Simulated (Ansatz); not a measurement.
# AlSiH4O (SMILES [AlH][O][SiH3]) at UPBE0/aug-cc-pVDZ

What is the vertical ionisation energy of AlSiH4O at UPBE0/aug-cc-pVDZ? 

The results are computed with Ansatz 0.2.0.

63 further runs of the same task are left out: 63 set aside as unsound or not needed.

## Step 1: Starting point

The species is AlSiH4O (7 atoms), meant as a doublet with charge 0. As SMILES, `[AlH][O][SiH3]`. Geometry: relaxed at PBE0-D4/def2-TZVP. This is one conformer, not always the lowest.

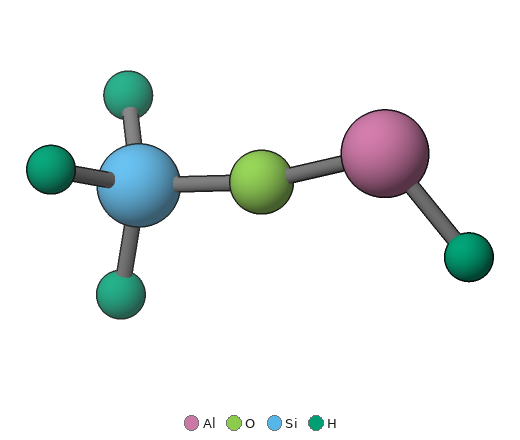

Viewed from a chosen angle; aluminium pink, oxygen green, silicon blue, hydrogen teal.

## Step 2: A single-point energy at UPBE0/aug-cc-pVDZ

File job.yaml:

```yaml
crystal:
  periodic: [false, false, false]
  atoms:
    - symbol: Al
      position_ang: [-1.643700, -1.503700, -0.201100]
    - symbol: O
      position_ang: [-0.403000, -0.368600, -0.047300]
    - symbol: Si
      position_ang: [0.870900, 0.567400, 0.335800]
    - symbol: H
      position_ang: [-2.580100, -1.352800, -1.500200]
    - symbol: H
      position_ang: [1.204400, 1.463600, -0.802700]
    - symbol: H
      position_ang: [0.554900, 1.401200, 1.526200]
    - symbol: H
      position_ang: [2.057800, -0.275200, 0.643500]
basis:
  gaussian:
    orbitals: aug-cc-pVDZ
magnetization:
  spin_polarized: true
  initial_magnetization: 1
hamiltonian:
  xc: pbe0
accuracy: high
output:
  orbitals: {seedname: orbitals}
```

The run is started by

```bash
ansatz run job.yaml --threads 1 --pin off --max-ram 3480MiB --events-out events.jsonl --progress --plain --runs-dir runs
```

Output:

```text
Warning: RAYON_NUM_THREADS=1 ignored (pool sized by the plan → 1); use --threads N
Functional definition: PBE0
  name "PBE0"
  parameter a = 0.25
  parameter kappa = 0.804
  parameter beta = 0.06672455060314922
  exchange = (1 - a)*pbe_x(kappa = kappa, mu = beta*pi^2/3) + a*exact_x
  correlation = pbe_c(beta = beta)
2252 factors; integrals over basis functions are off by at most 3.4e-9 eV
mean field evaluation 1: about -16571.8702 eV, gradient 4.2e1 eV
mean field evaluation 2: about -16529.6017 eV, gradient 1.0e2 eV
mean field evaluation 4: about -16578.6749 eV, gradient 1.6e0 eV
mean field evaluation 8: about -16578.7458 eV, gradient 8.7e-2 eV
mean field evaluation 16: about -16578.7459 eV, gradient 2.1e-4 eV
mean field -16578.74590226 eV, -609.2576744304 hartree, gradient 3.6e-8 eV, S^2 0.753497; 0 other end points of the search recorded, 0 dependent functions left out
reference -16578.74591020 eV, -609.2576747224 hartree; 20, 19 occupied and 93, 94 virtual orbitals, 2252 factors
Total energy: -16578.74591020 eV, -609.2576747224 hartree
```

Run time: 22 s. Hardware: 1 thread of Arm Neoverse V1, shared host; peak memory 0.54 GiB.

## Step 3: The singlet cation at the same level

File input.yaml:

```yaml
crystal:
  periodic: [false, false, false]
  atoms:
    - {symbol: Al, position_ang: [-1.643700, -1.503700, -0.201100]}
    - {symbol: O, position_ang: [-0.403000, -0.368600, -0.047300]}
    - {symbol: Si, position_ang: [0.870900, 0.567400, 0.335800]}
    - {symbol: H, position_ang: [-2.580100, -1.352800, -1.500200]}
    - {symbol: H, position_ang: [1.204400, 1.463600, -0.802700]}
    - {symbol: H, position_ang: [0.554900, 1.401200, 1.526200]}
    - {symbol: H, position_ang: [2.057800, -0.275200, 0.643500]}
basis:
  gaussian: {orbitals: aug-cc-pVDZ}
total_charge: 1
output: {orbitals: {seedname: orbitals}}
accuracy: high
hamiltonian: {xc: {name: PBE0}}
```

The run is started by

```bash
ansatz run input.yaml --threads 1 --pin off --max-ram 3480MiB --events-out events.jsonl --progress --plain --runs-dir runs
```

Output:

```text
Warning: RAYON_NUM_THREADS=1 ignored (pool sized by the plan → 1); use --threads N
Functional definition: PBE0
  name "PBE0"
  parameter a = 0.25
  parameter kappa = 0.804
  parameter beta = 0.06672455060314922
  exchange = (1 - a)*pbe_x(kappa = kappa, mu = beta*pi^2/3) + a*exact_x
  correlation = pbe_c(beta = beta)
2253 factors; integrals over basis functions are off by at most 3.4e-9 eV
mean field evaluation 1: about -16554.2791 eV, gradient 9.2e1 eV
mean field evaluation 2: about -16410.7734 eV, gradient 2.0e2 eV
mean field evaluation 4: about -16570.6502 eV, gradient 4.3e0 eV
mean field evaluation 8: about -16570.7557 eV, gradient 4.3e-1 eV
mean field evaluation 16: about -16570.7563 eV, gradient 3.2e-5 eV
mean field -16570.75631748 eV, -608.9640626054 hartree, gradient 7.2e-8 eV, S^2 0.000000; 0 other end points of the search recorded, 0 dependent functions left out
reference -16570.75632596 eV, -608.9640629169 hartree; 19, 19 occupied and 94, 94 virtual orbitals, 2253 factors
Total energy: -16570.75632596 eV, -608.9640629169 hartree
```

Wall time 12 s (1 thread of Arm Neoverse V1, shared host); peak memory 0.4 GiB.

## Step 4: What came out

Level: UPBE0/aug-cc-pVDZ.

```
                                           quantity          value
                      doublet AlSiH4O: total energy  -609.25767 Eh
doublet AlSiH4O: HOMO energy (highest over α and β)       -5.78 eV
 doublet AlSiH4O: LUMO energy (lowest over α and β)       -2.36 eV
                              doublet AlSiH4O: ⟨S²⟩          0.753
                       singlet cation: total energy  -608.96406 Eh
                        singlet cation: HOMO energy      -13.13 eV
                        singlet cation: LUMO energy       -9.95 eV
                      singlet cation: HOMO–LUMO gap        3.17 eV
 vertical ionisation energy (to the singlet cation)       7.990 eV
```

What this shows: The vertical ionisation energy comes to 7.99 eV (771 kJ/mol). Only the singlet of the ionised species was computed; a triplet could lie lower.
